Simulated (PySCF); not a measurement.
# RuSBr: structure of the quartet

The task is one start of a wider search on RuSBr: the quartet, from a PBE0 minimum start. It is relaxed, tested by its Hessian and followed downhill if it is a saddle.

Method: PBE0, basis Ru def2-TZVP with ECP28, S def2-TZVP, Br def2-TZVP, scalar-relativistic core potentials, no spin–orbit coupling, density fitting; program: PySCF 2.14.0.

## Step 1: The starting structure

3 atoms, charge 0, spin multiplicity 4.

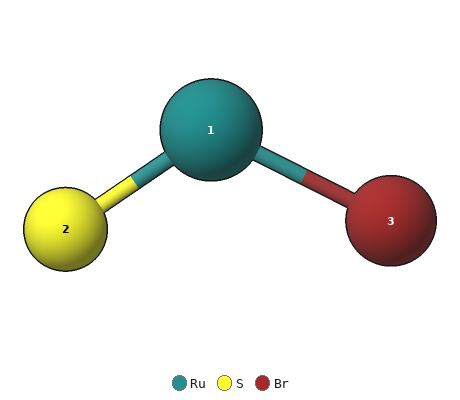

The starting geometry (ruthenium teal, sulfur yellow, bromine red); atoms are numbered from 1 in the order of the file.

Coordinates in bohr (charge 0 multiplicity 4):
```
Ru    0.0000   -1.4500    0.0000
S     3.8195   -2.0108    0.0000
Br   -1.5474    2.6869    0.0000
```

## Step 2: Finding the electronic state

The steps below are one call of a driver around PySCF. For each, scf.py gives the equivalent set-up of the SCF; relaxations use the driver's own optimiser. After this first run the driver tries any further starts and a stability analysis.

Input file scf.py:

```python
from pyscf import gto, scf, dft
mol = gto.M(atom='''
Ru     0.000000    -0.767290     0.000000
S      2.021180    -1.064080    -0.000000
Br    -0.818840     1.421860     0.000000''',
    basis={'Ru': 'def2-TZVP', 'S': 'def2-TZVP', 'Br': 'def2-TZVP'},
    ecp={'Ru': 'def2-TZVP'},
    charge=0, spin=3)
mf = dft.UKS(mol, xc='PBE0')
mf.grids.atom_grid = (50, 194)
aux = {'Ru': 'def2-universal-JKFIT', 'S': 'def2-universal-JKFIT', 'Br': 'def2-universal-JKFIT'}
mf = mf.density_fit(auxbasis=aux)
mf.conv_tol = 1e-08
mf.diis_space = 10
mf.max_cycle = 60
mf.init_guess = 'minao'
mf.verbose = 4
mf.kernel()
```

On the command line:

```bash
> OMP_NUM_THREADS=4 python axn.py task.json out
```

Log:

```text
init E= -3058.04874017643
[... the frontier-level lines of each cycle are left out ...]
cycle= 1 E= -3065.36133289374  delta_E= -7.31  |g|=  1.8  |ddm|= 3.06
cycle= 2 E= -3054.67549168139  delta_E= 10.7  |g|= 3.47  |ddm|= 7.96
cycle= 3 E= -3065.79767969363  delta_E= -11.1  |g|=  1.4  |ddm|= 7.93
cycle= 4 E= -3066.364846465  delta_E= -0.567  |g|= 0.852  |ddm|= 1.11
cycle= 5 E= -3066.69723927936  delta_E= -0.332  |g|= 0.454  |ddm|= 1.19
cycle= 6 E= -3066.82645929071  delta_E= -0.129  |g|= 0.142  |ddm|= 0.495
cycle= 7 E= -3066.83372248428  delta_E= -0.00726  |g|= 0.0778  |ddm|= 0.106
cycle= 8 E= -3066.83593992998  delta_E= -0.00222  |g|= 0.0514  |ddm|= 0.0491
cycle= 9 E= -3066.83720988605  delta_E= -0.00127  |g|= 0.0225  |ddm|= 0.0504
cycle= 10 E= -3066.8374727505  delta_E= -0.000263  |g|= 0.00323  |ddm|= 0.0213
cycle= 11 E= -3066.83748856725  delta_E= -1.58e-05  |g|= 0.00135  |ddm|= 0.00582
cycle= 12 E= -3066.83749598678  delta_E= -7.42e-06  |g|= 0.00086  |ddm|= 0.00445
cycle= 13 E= -3066.8375008088  delta_E= -4.82e-06  |g|= 0.000577  |ddm|= 0.0047
cycle= 14 E= -3066.83750286245  delta_E= -2.05e-06  |g|= 0.000275  |ddm|= 0.00386
cycle= 15 E= -3066.83750332696  delta_E= -4.65e-07  |g|= 0.000169  |ddm|= 0.00154
cycle= 16 E= -3066.83750365585  delta_E= -3.29e-07  |g|= 0.000152  |ddm|= 0.00172
cycle= 17 E= -3066.83750379652  delta_E= -1.41e-07  |g|= 6.43e-05  |ddm|= 0.00126
cycle= 18 E= -3066.83750382917  delta_E= -3.27e-08  |g|= 3.4e-05  |ddm|= 0.000599
cycle= 19 E= -3066.83750383837  delta_E= -9.2e-09  |g|= 2.42e-05  |ddm|= 0.000282
Extra cycle  E= -3066.83750384043  delta_E= -2.07e-09  |g|= 3.02e-05  |ddm|= 8.96e-05
converged SCF energy = -3066.83750384043  <S^2> = 3.7804682  2S+1 = 4.0152052
```

This step, with its further starts and checks, needed 30 s of wall time on 4 threads of Arm Neoverse N1, shared host.

The starts that the driver tried:

```
                      start   energy (Eh)
    the minimal-basis guess  -3066.837504
a thermally smeared density  -3066.837504
      a smeared PBE density  -3066.838746
```

This is not the lowest solution: one lies 3.3 kJ/mol lower, at -3066.83875 Eh, and the relaxation starts from that.

## Step 3: Relaxing the quartet from the PBE0 minimum start

The program finds Cs symmetry in the start, which this walk keeps.

Changes to scf.py since step 2:

```diff
@@ -3,3 +3,3 @@
-Ru     0.000000    -0.767290     0.000000
-S      2.021180    -1.064080    -0.000000
-Br    -0.818840     1.421860     0.000000''',
+Ru     0.000001    -0.767289     0.000000
+S      2.021181    -1.064079     0.000000
+Br    -0.818839     1.421861     0.000000''',
@@ -16 +15,0 @@
-mf.init_guess = 'minao'
```

The optimiser's trace:

```
step   energy (Eh)  change (kJ/mol)  largest symmetric gradient (Eh/bohr)
   0  -3066.838746             0.00                               0.00293
   1  -3066.838772            -0.07                               0.00108
   2  -3066.838776            -0.08                               0.00014
   3  -3066.838777            -0.08                               0.00016
```

The walk took 19 s.

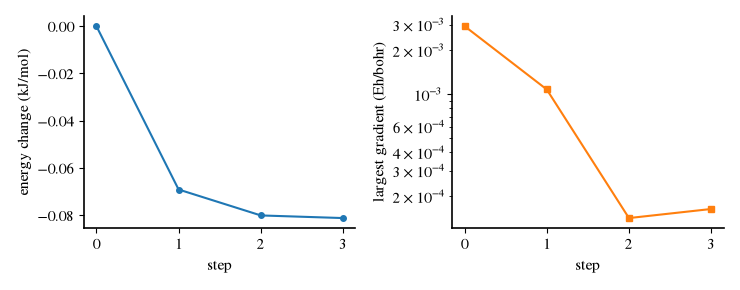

How energy and gradient fall.

It settles in Cs symmetry, 0.1 kJ/mol below the start, after 3 steps: Ru–Br 2.348 Å, Ru–S 2.043 Å; Br–Ru–S 118.2°.

## Step 4: Hessian and properties

The point is checked on the finer grid, and tightened if its gradient asks for it. The Hessian and the dipole derivatives come from central differences of analytic gradients, with steps of 0.02 bohr.

Changes to scf.py since step 3:

```diff
@@ -3,3 +3,3 @@
-Ru     0.000001    -0.767289     0.000000
-S      2.021181    -1.064079     0.000000
-Br    -0.818839     1.421861     0.000000''',
+Ru    -0.002350    -0.774631     0.000000
+S      2.021043    -1.057136     0.000000
+Br    -0.815795     1.428277     0.000000''',
@@ -10 +10 @@
-mf.grids.atom_grid = (50, 194)
+mf.grids.atom_grid = (75, 302)
@@ -13 +13 @@
-mf.conv_tol = 1e-08
+mf.conv_tol = 1e-10
```

This SCF starts from the last density.

SCF at the final geometry:

```text
init E= -3066.83871205198
[... the frontier-level lines of each cycle are left out ...]
cycle= 1 E= -3066.83871205199  delta_E= -1.73e-11  |g|= 8.06e-07  |ddm|= 3.53e-06
Extra cycle  E= -3066.83871205199  delta_E= 9.09e-13  |g|= 1.46e-06  |ddm|= 2.93e-06
converged SCF energy = -3066.83871205199  <S^2> = 3.7739125  2S+1 = 4.0119384
```

The whole step took 1.9 min.

Geometry: Cs; Ru–Br 2.348 Å, Ru–S 2.043 Å; Br–Ru–S 118.2°.

Modes, for the most abundant isotopes:

| symmetry | ω (cm⁻¹) | IR (km/mol) | μ (u) |
| --- | --- | --- | --- |
| a' | 83 | 2.6 | 45.21 |
| a' | 286 | 23.4 | 84.33 |
| a' | 557 | 36.0 | 38.37 |

μ is the mass of the mode for normalised Cartesian displacements, not the reduced mass of the usual diatomic formula.

All wavenumbers are real: a minimum.

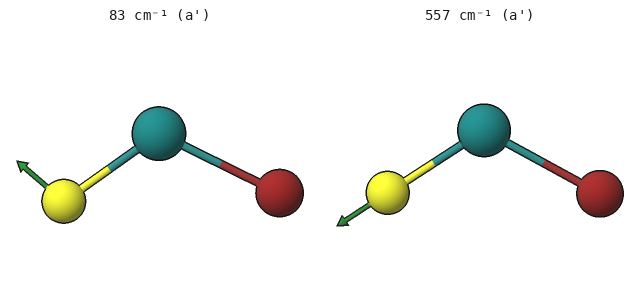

How the atoms move in 2 of the modes.

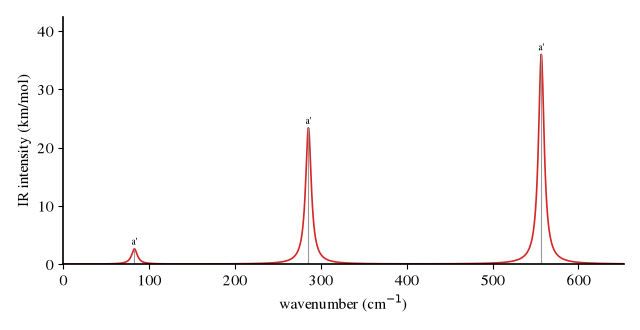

The harmonic infrared spectrum (widths in cm⁻¹). Lines are broadened to a width of 8 cm⁻¹ (Lorentzian).

Constants and moments:

* Dipole moment: 2.45 D
* Highest occupied level: -6.97 eV
* Lowest empty level: -3.93 eV
* Rotational constants: 0.3004, 0.0438, 0.03823 cm⁻¹
* Zero-point energy: 5.5 kJ/mol
* Principal polarisabilities: 54.5, 66.0, 115.9 bohr³
* Atomisation energy without zero-point energy: 679 kJ/mol
* Principal traceless quadrupole moments about the centre of mass: -3.87, -0.18, 4.06 D Å
* Entropy at 298.15 K and 1 bar (electronic part: spin only): 327.0 J/(mol K)
* Heat capacity Cp at 298.15 K: 53.3 J/(mol K)
* Enthalpy at 298.15 K above 0 K: 13.57 kJ/mol
* Rotational symmetry number: 1
* Spin squared ⟨S²⟩: 3.774

Charges (e) and bond orders:

```
atom  Mulliken  Löwdin  polar tensor  spin (Mulliken)  Mayer order to Ru1
 Ru1      0.68   -0.19          0.91             2.38                   –
  S2     -0.34    0.16         -0.43             0.59                2.11
 Br3     -0.34    0.04         -0.48             0.03                1.00
```

Outer orbital energies (eV). α occupied: -10.79, -10.28, -9.55, -8.63, -8.46, -7.80, -7.20, -6.97; empty: -3.93, -1.74, -0.05, 1.13. β occupied: -19.13, -10.50, -10.16, -9.19, -9.18, -8.71, -8.15, -6.99; empty: -3.78, -3.36, -3.34, -3.12.

Mulliken populations on Ru1 (outside its core potential): s 2.41, p 6.24, d 6.66, f 0.01.

## Step 5: Results

```
                                          quantity                                        value
                                           minimum                                  quartet, Cs
                                          geometry  Ru–Br 2.348 Å, Ru–S 2.043 Å; Br–Ru–S 118.2°
                                wavenumbers (cm⁻¹)                  83 (a'), 286 (a'), 557 (a')
                                     dipole moment                                       2.45 D
highest occupied, lowest empty level (either spin)                              -6.97, -3.93 eV
                        polar-tensor charge of Ru1                                      +0.91 e
                                 zero-point energy                                   5.5 kJ/mol
                               entropy at 298.15 K                              327.0 J/(mol K)
         atomisation energy (no zero-point energy)                                   679 kJ/mol
                                              ⟨S²⟩                                        3.774
```

What this shows: The molecule stays Cs, as typed, and the end point is a minimum. In the infrared the band at 557 cm⁻¹ (a', stretch) leads. Most of the spin sits on Ru1 (Mulliken spin 2.38, against 3 for the whole molecule). The first SCF alone would have been 3 kJ/mol too high. Only this shape and spin were tried, so other structures or states may lie lower. Open d and f shells are described by one determinant, and the ground state may have another occupation or spin.

The search up to here took 2.8 min.
